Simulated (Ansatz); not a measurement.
# Lattice dynamics of SrMg (Pm-3m)

Aim: the phonons of SrMg (Pm-3m) at a cell relaxed beforehand at this level. After the zone centre comes a 4×4×4 q mesh on a 12×12×12 k mesh.

Program: Ansatz 0.2.0. Level of theory: DFT PBEsol, scalar-relativistic, plane waves, PAW; PAW set soft_1. Results are calculated unless marked as measured.

### Step 1. The structure

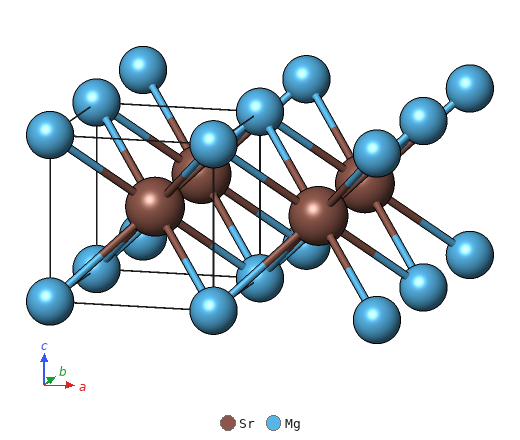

The starting structure, seen slightly off an axis (strontium brown, magnesium blue). 2×2×1 cells are drawn. Some periodic images of atoms are drawn too.

### Step 2. Zone-centre response

The cell comes from relaxations at this level that are not shown. The zone centre comes first: it holds the modes that light can see, as far as symmetry allows. No field response is asked, since the mesh shows no gap.

Contents of input.yaml:

```yaml
crystal:
  lattice:
    - [4.1282742471, 0.0, 0.0]
    - [0.0, 4.1282742471, 0.0]
    - [0.0, 0.0, 4.1282742471]
  atoms:
    - { symbol: Sr, position: [0.5, 0.5, 0.5] }
    - { symbol: Mg, position: [0.0, 0.0, 0.0] }
kpoints:
  mp_grid: { grid: [12, 12, 12] }
hamiltonian:
  xc: pbesol
  pseudopotentials: { kind: paw, azcp: { folder: soft_1 }, xc_functional: pbe }
scf:
  occupations: { method: methfessel_paxton, width: 0.2 }
output:
  eigenvalues: true
phonons:
  method: dfpt
```

Run with:

```console
$ ansatz run input.yaml --threads 4 --pin off --max-ram 10240MiB --backend cpu --events-out ev --progress --plain --runs-dir out
```

Numbers of over 12 decimals in the logs are rounded to 6 here.

The program printed:

```text
Engine: ansatz 0.2.0, aarch64-unknown-linux-gnu
Pseudopotentials: kind: paw
Pseudopotential: Sr, paw, valence charge 10, recommended cutoff 420 eV (normal), soft_1/Sr.paw.azcp
Pseudopotential: Mg, paw, valence charge 10, recommended cutoff 420 eV (normal), soft_1/Mg.paw.azcp
Functional definition: PBEsol
  exchange = pbesol_x
  correlation = pbesol_c
Crystal: 2 atoms, lattice volume = 70.357 Å³
Basis set: ecut = 420 eV, 1357 PW (Γ), exchange–correlation on 60×60×60 points (8 copies of the dense FFT grid, shifted against one another)
Bands: 14, of which v1, the nominal top of the filled ones, is band 10 counted from 1 (9 counted from 0)
Symmetry: 48 space group operations
k-points: 196 of 1728 (irreducible under 8 space group operations, time reversal used)
Non-local potential: Sr, projectors of the file, l = 0: 3, l = 1: 2, l = 2: 2
Non-local potential: Mg, projectors of the file, l = 0: 3, l = 1: 2, l = 2: 1
PAW form: soft (Blöchl's): semilocal exchange-correlation on the pseudo side does not see the compensation charge
PAW frozen core: Sr, regenerated for the run's functional, and the local potential with it (the file was generated under x = pbe(κ = 0.804, μ = 0.219515), c = pbe(β = 0.066725))
PAW frozen core: Mg, regenerated for the run's functional, and the local potential with it (the file was generated under x = pbe(κ = 0.804, μ = 0.219515), c = pbe(β = 0.066725))
PAW one-centre angular grid: Sr, 110 points (default); XC on 64 Gauss nodes
PAW one-centre angular grid: Mg, 110 points (default); XC on 64 Gauss nodes
Initial density: superposition of atomic densities (chi_scale 0.1, normalization cell, long waves kept (reshape's long-wave potential 0.00 eV rms))
Initial wavefunctions: pseudopotential atomic-orbital guess
Functional: x = pbesol(κ = 0.804, μ = 0.123457), c = pbesol(β = 0.046)
SCF iter   1: F=—  HF=-5404.560839 eV  |F-HF|=—  |Δ(HF+E_count)|=         —  Δρ=1.59e-2  dr2=3.25e-1  ethr=3.10e-3  ⟨swp⟩=7.3  Hψ=18060  notcnv=0
preconditioner: auto → Kerker (q_TF=auto, 2.212 Å⁻¹)  [metal: Δε(μ)=0.013 eV  Ē_g=3.718 eV  σ=0.200 eV  W_gap=0.06  n_scr=18 (ndim 8)  ℏωp=8.9 eV  f_vac=0.000  D(μ)=2.01/eV (n_scr^D=18)]
SCF iter   2: F=—  HF=-5404.477201 eV  |F-HF|=—  |Δ(HF+E_count)|=   8.36e-2  S|Δr|=    0.00e0  Δρ=9.85e-3  dr2=1.50e-1  ethr=1.63e-3  ⟨swp⟩=1.4  Hψ=4417  notcnv=0
SCF iter   3: F=—  HF=-5404.410923 eV  |F-HF|=—  |Δ(HF+E_count)|=   6.63e-2  S|Δr|=    0.00e0  Δρ=1.87e-3  dr2=5.51e-3  ethr=7.49e-4  ⟨swp⟩=2.0  Hψ=3779  notcnv=0
SCF iter   4: F=—  HF=-5404.408833 eV  |F-HF|=—  |Δ(HF+E_count)|=   2.09e-3  S|Δr|=    0.00e0  Δρ=5.74e-4  dr2=1.80e-4  ethr=2.75e-5  ⟨swp⟩=2.2  Hψ=3434  notcnv=0
SCF iter   5: F=—  HF=-5404.408842 eV  |F-HF|=—  |Δ(HF+E_count)|=   9.12e-6  S|Δr|=    0.00e0  Δρ=8.78e-5  dr2=7.41e-6  ethr=9.01e-7  ⟨swp⟩=2.7  Hψ=4055  notcnv=0
SCF iter   6: F=—  HF=-5404.408844 eV  |F-HF|=—  |Δ(HF+E_count)|=   2.43e-6  S|Δr|=    0.00e0  Δρ=2.03e-5  dr2=4.84e-7  ethr=3.71e-8  ⟨swp⟩=2.1  Hψ=3325  notcnv=0
SCF iter   7: F=—  HF=-5404.408845 eV  |F-HF|=—  |Δ(HF+E_count)|=   6.76e-7  S|Δr|=    0.00e0  Δρ=5.72e-6  dr2=4.17e-8  ethr=2.42e-9  ⟨swp⟩=2.0  Hψ=3734  notcnv=0
SCF iter   8: F=—  HF=-5404.408845 eV  |F-HF|=—  |Δ(HF+E_count)|=   3.79e-9  S|Δr|=    0.00e0  Δρ=1.11e-6  dr2=9.27e-10  ethr=2.09e-10  ⟨swp⟩=2.0  Hψ=3343  notcnv=0
SCF iter   9: F=—  HF=-5404.408845 eV  |F-HF|=—  |Δ(HF+E_count)|=  2.73e-10  S|Δr|=    0.00e0  Δρ=2.53e-7  dr2=3.66e-11  ethr=4.64e-12  ⟨swp⟩=2.2  Hψ=4675  notcnv=0
SCF iter  10: F=-5404.408845 eV  HF=-5404.408845 eV  |F-HF|=9.09e-13  |Δ(HF+E_count)|=  8.19e-12  S|Δr|=    0.00e0  Δρ=6.83e-8  dr2=2.32e-12  ethr=1.00e-12  ⟨swp⟩=7.8  Hψ=15961  notcnv=0
SCF 1 converged in 10 iterations: F = -5404.408845 eV  dr2 = 2.32e-12
  greatest PAW one-centre occupation: 1.000 electrons in one spin orbital (limit 2), on the Mg atom at site 1 (counted from 0), in its partial waves of l = 0
DFPT response loops at Γ: preconditioner auto → Kerker (q_TF=auto, 2.212 Å⁻¹) (partly filled bands, converged f_vac=0.000); β = 1.00, the filter's whole step (`scf.mixing.beta` (0.50) is not read by the response loops under this deck's `scf.mixing.preconditioner`; to damp them name `kerker` or `kerker_dos`, under which they read `scf.mixing.beta`, and type it under 1.00, their step now; both keys bind the ground state too); Broyden in place of MSR1
SCF converged after 10 iterations
Stability not checked: this state was not tested for a lower state beside it, because cold or Methfessel-Paxton smearing, or corrected tetrahedra, fill the levels in a way that the test cannot read (fill_not_monotonic; see scf.lower_state_search)
Free energy (F): -5404.408845 eV
Harris-Foulkes:  -5404.408845 eV  (|F-HF|=9.09e-13)
Internal energy: -5404.405212 eV  (E = F + TS)
E sigma→0 (E₀):  -5404.407937 eV
Entropy (-TS):   -0.003633 eV (-1.817 meV/atom)
Fermi energy:    5.653529 eV
--- Per-component energies (eV) ---
  E_band       = -479.081189
  E_kinetic    = 299.908275
  E_local      = -2538.923105  (includes V_loc(G=0)·N_el)
  E_nonlocal   = 431.194998
  E_hartree    = 800.916279
  E_xc         = -197.726333
  E_vxc        = -186.407298  (∫ρ·V_xc dr)
  E_paw        = -2930.583884  (= ΣΔE_a)
  E_vpaw       = -86.686420  (= ΣTr[D̂ρ^β])
  E_aug_tail   = -0.000199  (compensation charges beyond the density's cutoff)
  E_ewald      = -1269.384453
  E_core_change = 0.193210  (= ΣΔE_core)
  E_smearing   = -0.003633  (= −TS)
  E_closure    = -0.000000  (closes the sum)
  Σ components = -5404.408845   (vs F -5404.408845, Δ=0.00e0)
--- Band table (eV; the first three rows and the last of 196) ---
  k-point 0: bands = [... 6 lower, -12.0954, -12.0954, 0.7906, 6.4825, 6.4825, 9.4486, 9.4486, 9.4486]
  k-point 1: bands = [... 6 lower, -12.0944, -12.0944, 0.8650, 6.3954, 6.5255, 9.2102, 9.2102, 9.3107]
  k-point 2: bands = [... 6 lower, -12.0916, -12.0916, 1.0844, 6.0675, 6.6505, 8.8080, 8.8080, 9.2108]
  k-point 195: bands = [... 6 lower, -12.2176, -12.2176, 5.0943, 5.0943, 5.0943, 6.3398, 8.8434, 8.8434]
--- Phonons (Γ-DFPT): 2 representative perturbations + reference, on 196 of 1728 k-points (Σ response iterations 6) ---
  k mesh reduced under 8 symmetry operations, with k and −k counted as one. Each operation leaves every solved perturbation unchanged. A smaller set is not used because it would not reduce the number of displacements times k-points to solve
  ASR residual: 1.370e-4 → 0.000e0 eV/Å²; symmetrization residual: 1.821e-6 eV/Å²
  ASR residual per site (eV/Å²): 1.37e-4 5.04e-5
  Γ frequencies (cm⁻¹): 0.00 0.00 0.00 171.36 171.36 171.36
  non-analytic LO–TO correction: not included (Born effective charges unavailable; polar crystals: no LO–TO splitting at Γ)
```

It took 11 s on 4 threads of Arm Neoverse V2, shared host; peak memory 0.72 GiB.

Reading the cycles: dr2 is the Hartree energy of the density residual (eV), the measure of convergence; HF is the Harris–Foulkes estimate of the energy, which meets the free energy F at convergence.

Numbers from this step:

| Quantity | Value |
| --- | --- |
| volume per atom | 35.18 Å³ |
| gap on the k-mesh | 0 eV |
| sum-rule residual before enforcement | 1.37e-4 eV/Å² |
| point group | m-3m |
| highest optical mode at the zone centre (no LO-TO term) | 171.4 cm⁻¹ |
| lowest optical zone-centre mode | 171.4 cm⁻¹ |

Patterns of degenerate modes are one choice out of their space. The modes at Γ (shares of kinetic energy by element, %):

| mode | frequency (cm⁻¹) | symmetry | Sr % | Mg % |
| --- | --- | --- | --- | --- |
| 1 | 0.0 | acoustic | 78 | 22 |
| 2 | 0.0 | acoustic | 78 | 22 |
| 3 | 0.0 | acoustic | 78 | 22 |
| 4 | 171.4 | T1u | 22 | 78 |
| 5 | 171.4 | T1u | 22 | 78 |
| 6 | 171.4 | T1u | 22 | 78 |

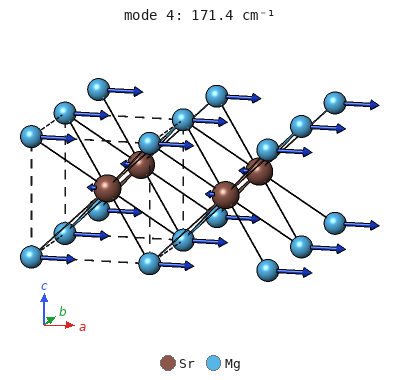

Displacement patterns of mode 4 at Γ; arrows are exaggerated. 2×2×1 cells are drawn. Some periodic images of atoms are drawn too.

Before it was imposed, the acoustic sum rule was missed by 1.4e-4 eV/Å². Small misses are needed for a sound result but don't prove that mesh and cutoff are converged. The lowest optical mode is real, 171 cm⁻¹.

### Step 3. The dispersion

Stability and thermal properties need the whole zone. Linear response on a 4×4×4 q mesh gives force constants as far as a supercell of that size would.

Changes to input.yaml since step 2:

```diff
@@ -19 +19,8 @@
   method: dfpt
+  qmesh: [4, 4, 4]
+  temperatures: { t_max: 1000, t_step: 50 }
+  qpath:
+    path:
+      - [[0.0, 0.0, 0.0], [0.0, 0.5, 0.0], [0.5, 0.5, 0.0], [0.0, 0.0, 0.0], [0.5, 0.5, 0.5], [0.0, 0.5, 0.0]]
+      - [[0.5, 0.5, 0.5], [0.5, 0.5, 0.0]]
+    npoints: 10
```

The program printed:

```text
[...]
Crystal: 2 atoms, lattice volume = 70.357 Å³
Basis set: ecut = 420 eV, 1357 PW (Γ), exchange–correlation on 60×60×60 points (8 copies of the dense FFT grid, shifted against one another)
Bands: 14, of which v1, the nominal top of the filled ones, is band 10 counted from 1 (9 counted from 0)
Symmetry: 48 space group operations
k-points: 84 of 1728
[...]
SCF iter   1: F=—  HF=-5404.560781 eV  |F-HF|=—  |Δ(HF+E_count)|=         —  Δρ=1.59e-2  dr2=3.26e-1  ethr=3.10e-3  ⟨swp⟩=7.3  Hψ=7731  notcnv=0
[...]
SCF iter  10: F=-5404.408845 eV  HF=-5404.408845 eV  |F-HF|=2.73e-12  |Δ(HF+E_count)|=  7.28e-12  S|Δr|=    0.00e0  Δρ=6.56e-8  dr2=2.19e-12  ethr=1.00e-12  ⟨swp⟩=7.7  Hψ=6830  notcnv=0
SCF 1 converged in 10 iterations: F = -5404.408845 eV  dr2 = 2.19e-12
[...]
iter 1 solved again at ethr=4.91e-8 eV; its pass at ethr=3.10e-3 eV (dr2=9.82e-6 eV) is discarded
SCF iter   1: F=—  HF=-5404.408847 eV  |F-HF|=—  |Δ(HF+E_count)|=         —  Δρ=4.62e-7  dr2=3.92e-11  ethr=4.91e-8  ⟨swp⟩=4.4  Hψ=12335  notcnv=0
eigensolver tolerance schedule: the retry pair's looser diagonalisation over-reported the residual by 250874.50 of it (diagonalisation noise at an unbounded share of the residual, at the tolerance the schedule requests for it); recorded, not acted on — ethr = c·dr2/N_el stays at c = 1.0e-1
[...]
SCF iter   2: F=—  HF=-5404.408845 eV  |F-HF|=—  |Δ(HF+E_count)|=   2.22e-6  S|Δr|=    0.00e0  Δρ=2.45e-7  dr2=1.26e-11  ethr=1.00e-12  ⟨swp⟩=4.1  Hψ=3253  notcnv=0
SCF iter   3: F=-5404.408845 eV  HF=-5404.408845 eV  |F-HF|=1.82e-12  |Δ(HF+E_count)|=  6.37e-12  S|Δr|=    0.00e0  Δρ=1.71e-7  dr2=6.56e-12  ethr=1.00e-12  ⟨swp⟩=4.7  Hψ=3617  notcnv=0
SCF 2 converged in 3 iterations: F = -5404.408845 eV  dr2 = 6.56e-12
phonons: the bands overlap, so this run is a metal and interpolates without the dipole-dipole term. If the crystal is really an insulator or semiconductor, its LO-TO splitting is missing
NSCF: frozen V_eff on 84 k-points
[...]
DFPT response loops at q = (0, 0, 0) (fractional): preconditioner auto → Kerker (q_TF=auto, 2.212 Å⁻¹) (partly filled bands, converged f_vac=0.000); β = 1.00, the filter's whole step (`scf.mixing.beta` (0.50) is not read by the response loops under this deck's `scf.mixing.preconditioner`; to damp them name `kerker` or `kerker_dos`, under which they read `scf.mixing.beta`, and type it under 1.00, their step now; both keys bind the ground state too); Broyden in place of MSR1
[...]
SCF converged after 10 iterations
[...]
Free energy (F): -5404.408845 eV
[...]
Internal energy: -5404.405212 eV  (E = F + TS)
E sigma→0 (E₀):  -5404.407937 eV
Entropy (-TS):   -0.003633 eV (-1.817 meV/atom)
Fermi energy:    5.653529 eV
[...]
--- Band table (eV; the first three rows and the last of 84) ---
  k-point 0: bands = [... 6 lower, -12.0954, -12.0954, 0.7906, 6.4825, 6.4825, 9.4486, 9.4486, 9.4486]
  k-point 1: bands = [... 6 lower, -12.0944, -12.0944, 0.8650, 6.3954, 6.5255, 9.2102, 9.2102, 9.3107]
  k-point 2: bands = [... 6 lower, -12.0916, -12.0916, 1.0844, 6.0675, 6.6505, 8.8080, 8.8080, 9.2108]
  k-point 83: bands = [... 6 lower, -12.2176, -12.2176, 5.0943, 5.0943, 5.0943, 6.3398, 8.8434, 8.8434]
--- Phonons (Γ-DFPT): 2 representative perturbations + reference (Σ response iterations 6) ---
  ASR residual: 1.424e-4 → 0.000e0 eV/Å²; symmetrization residual: 1.012e-6 eV/Å²
  ASR residual per site (eV/Å²): 1.42e-4 4.62e-5
  Γ frequencies (cm⁻¹): 0.00 0.00 0.00 171.36 171.36 171.36
--- Phonons (arbitrary-q DFPT): 10 irreducible q on the 4×4×4 mesh ---
  q = [0.0000, 0.0000, 0.0000] (star 1, of the zone-centre solve; hermiticity 9.85e-7, symmetrization 1.01e-11): -0.00 -0.00 0.00 171.36 171.36 171.36
  q = [0.0000, 0.0000, 0.2500] (star 6, 4 solved perturbations in 1848 linear systems a pass and spin channel, the states on 588 of 1728 k-point pairs; hermiticity 9.35e-7, symmetrization 3.88e-12): 54.04 54.04 62.05 152.44 166.03 166.03
[...]
q = [0.0000, 0.2500, -0.5000] (star 12, 6 solved perturbations on 588 of 1728 k-point pairs; hermiticity 7.54e-7, symmetrization 1.10e-13): 56.05 77.19 77.50 137.86 150.10 162.20
[...]
sum rule: each row above includes the acoustic sum rule's correction from the zone centre's row sums; it moved no ω² by more than (0.72 cm⁻¹)²
  mesh force constants: q→R imaginary residual 2.33e-18; ASR residual 1.424e-4 → 0.000e0 eV/Å²; symmetrization residual 2.220e-15 eV/Å²
  interpolated dispersion: 62 rows × 6 modes
  density of states and harmonic sums: on the 16×16×16 q-mesh, interpolated from the force constants of a 4×4×4 supercell (no non-analytic term)
  largest difference from the sums on the solved wave vectors: F 1.43e-2 eV, S 1.83e-5 and C_V 3.98e-6 eV/K
  zero-point energy: 0.040866 eV/cell   skipped modes (ω ≤ 0): 3   left out of the sums: 1.22e-4 of the cell's modes: C_V's classical limit lies that fraction below 3 k_B per atom; for a crystal, a wire or a layer, F and S can be off by more, and a phonons.interpolated_qmesh denser along its periods is the remedy for the sampling
```

Wall time 5.2 min (4 threads); peak memory 2.2 GiB; 20 min of CPU time.

This step gave:

```yaml
sum_rule_residual_before_enforcement: 1.42e-4 eV/Å²
lowest_frequency_on_the_path: 0 cm⁻¹
highest_frequency_on_the_path_or_at_a_solved_wavevector: 171.4 cm⁻¹
mean_frequency: 109.9 cm⁻¹
debye_temperature_second_moment: 219 K
logarithmic_mean_frequency: 100.5 cm⁻¹
lowest_mode_on_the_q_mesh_acoustic_modes_at_gamma_apart: 36.69 cm⁻¹
zero_point_energy_per_atom: 20.43 meV
heat_capacity_at_300_k: 24.29 J/(mol atoms K)
vibrational_entropy_at_300_k: 43.48 J/(mol atoms K)
```

Frequencies (cm⁻¹) solved at each irreducible wavevector; negative means imaginary. Frequencies by wavevector, by row:

```csv
q in reciprocal lattice units,star,mode 1,mode 2,mode 3,mode 4,mode 5,mode 6
0 0 0,1,0,0,0,171.4,171.4,171.4
0 0 0.25,6,54,54,62,152.4,166,166
0 0 -0.5,3,80.6,80.6,95.9,119.4,158.4,158.4
0 0.25 0.25,12,36.7,67,90.5,140.5,159.5,164.2
0 0.25 -0.5,12,56,77.2,77.5,137.9,150.1,162.2
0 -0.5 -0.5,3,46.6,46.6,74.9,146.9,146.9,164.7
0.25 0.25 0.25,8,69.3,69.3,80.9,145.9,152.2,152.2
0.25 0.25 -0.5,12,54.4,82.2,96,135.5,142.4,150.5
0.25 -0.5 -0.5,6,75.3,75.3,92.8,136,136,143
-0.5 -0.5 -0.5,1,109,109,109,113.5,113.5,113.5
```

Interpolated from a 4×4×4 q mesh. The phonon branches at the labelled points (cm⁻¹):

| point | branch 1 | branch 2 | branch 3 | branch 4 | branch 5 | branch 6 |
| --- | --- | --- | --- | --- | --- | --- |
| Γ | 0 | 0 | 0 | 171 | 171 | 171 |
| X | 81 | 81 | 96 | 119 | 158 | 158 |
| M | 47 | 47 | 75 | 147 | 147 | 165 |
| Γ | 0 | 0 | 0 | 171 | 171 | 171 |
| R | 109 | 109 | 109 | 114 | 114 | 114 |
| X | 81 | 81 | 96 | 119 | 158 | 158 |
| jump to R | 109 | 109 | 109 | 114 | 114 | 114 |
| M | 47 | 47 | 75 | 147 | 147 | 165 |

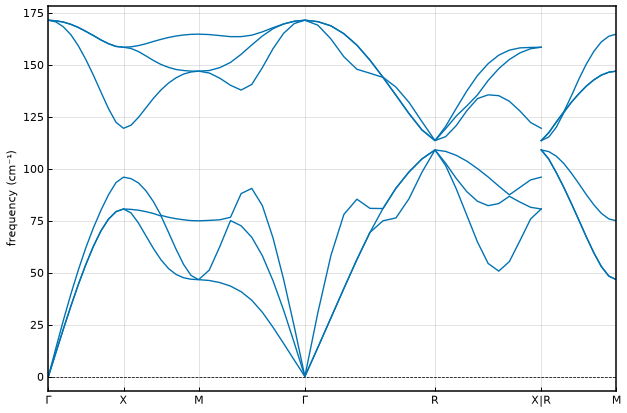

Phonon branches along the path.

The phonon density of states has structure finer than the step of the table below, so its rows give means over 10 cm⁻¹, whole bins alone (the curve runs from 1 to 171 cm⁻¹). Peaks (cm⁻¹: height): 53.0: 0.0639, 87.0: 0.0980, 139.0: 0.116, 161.0: 0.116.

Tetrahedra on a 16×16×16 mesh, mean over bins of 2 cm-1. Interpolated from a 4×4×4 q mesh. The phonon density of states by wavenumber; means over each step:

| wavenumber (cm⁻¹) | phonon density of states (1/cm⁻¹/cell) |
| --- | --- |
| 10 | 4.4e-4 |
| 20 | 0.00236 |
| 30 | 0.00572 |
| 40 | 0.0138 |
| 50 | 0.0476 |
| 60 | 0.0383 |
| 70 | 0.0504 |
| 80 | 0.0683 |
| 90 | 0.0606 |
| 100 | 0.0114 |
| 110 | 9.9e-4 |
| 120 | 0.00422 |
| 130 | 0.0276 |
| 140 | 0.0854 |
| 150 | 0.0680 |
| 160 | 0.0963 |

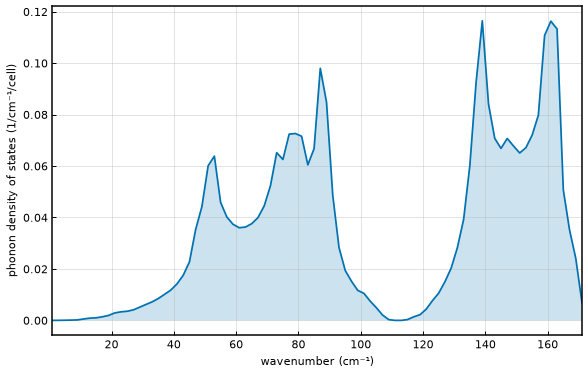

Phonon density of states against wavenumber.

The partial phonon density of states has structure finer than the step of the table below, so its rows give means over 10 cm⁻¹, whole bins alone (the curve runs from -10 to 186 cm⁻¹). Peaks (cm⁻¹: height): Mg 50.6: 0.0152, 139.5: 0.0748, 161.8: 0.0972; Sr 51.8: 0.0406, 87.6: 0.0765, 138.3: 0.0198.

Phonopy on the run's constants, 13x13x13 mesh, Gaussian sigma 2.0 cm-1. Interpolated from a 4×4×4 q mesh. Partial phonon density of states against wavenumber; means over each step; values in 1/cm⁻¹/cell:

```
wavenumber (cm⁻¹)       Mg       Sr
                0   3.0e-5   1.0e-4
               10   1.2e-4   4.4e-4
               20   5.9e-4  0.00214
               30  0.00115  0.00397
               40  0.00377   0.0118
               50   0.0125   0.0328
               60  0.00949   0.0288
               70  0.00888   0.0425
               80  0.00760   0.0607
               90  0.00430   0.0544
              100  0.00103   0.0112
              110   2.5e-4  0.00146
              120  0.00440   8.5e-4
              130   0.0235  0.00639
              140   0.0643   0.0175
              150   0.0560   0.0122
              160   0.0832  0.00900
              170   0.0189  0.00360
              180   4.2e-5   1.1e-5
```

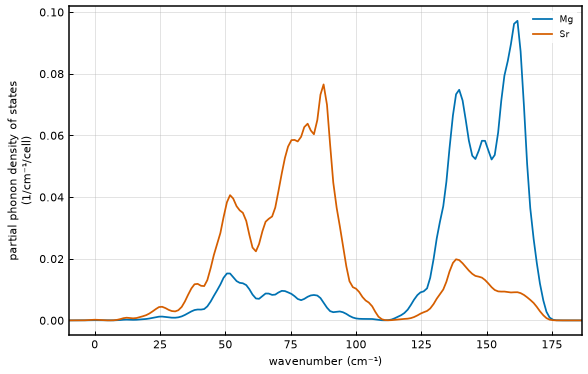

Partial phonon density of states against wavenumber.

(Continued in part 2 of 2.)

[Logs are printed without paths, hosts, clocks, repeated set-up lines and the standing remarks that a program may print on its own settings, such as how far it seeks lower states.]

[Hosts, paths, dates, database ids (printed as entryN), source tags and the programs' standing remarks are cut or masked in the printed files.]
